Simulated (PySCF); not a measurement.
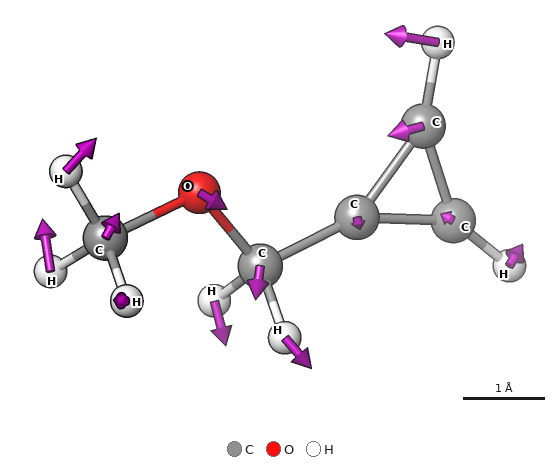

This is a relaxation of C$_{5}$H$_{7}$O (charge +1). The starting structure is drawn; purple arrows show the displacements, 10 times their true length. The two geometries are superimposed by the best rigid fit.

A ball-and-stick model, seen at a tilt.

The start comes from GFN2-xTB.

Computed with PBE0-D3(BJ)/def2-SVP geometry optimisation, gas phase (PySCF 2.14.0, density-fitted response routines). 

> Atoms of which element are displaced furthest, and by how much?

Hydrogen: up to 0.075 Å, against 0.049 Å for carbon.

> What did the optimiser do to the structure, and how much energy did it gain?

The largest move after the best rigid fit is that of an H atom, 0.075 Å. By element the largest moves are H 0.075 Å, C 0.049 Å, O 0.042 Å. Some distances before and after: C–C 1.399 → 1.372 Å, C–C 1.436 → 1.462 Å, C–H 1.069 → 1.092 Å, C–O 1.386 → 1.368 Å. Among the angles between lasting bonds that change: O–C–C 111.7° → 109.2°, O–C–H 112.4° → 114.7°. The energy falls by 0.081 eV in 6 geometry steps. The largest force component goes from 2.4 to 0.015 eV/Å. The run took of the order of 50 core-seconds on a shared host.
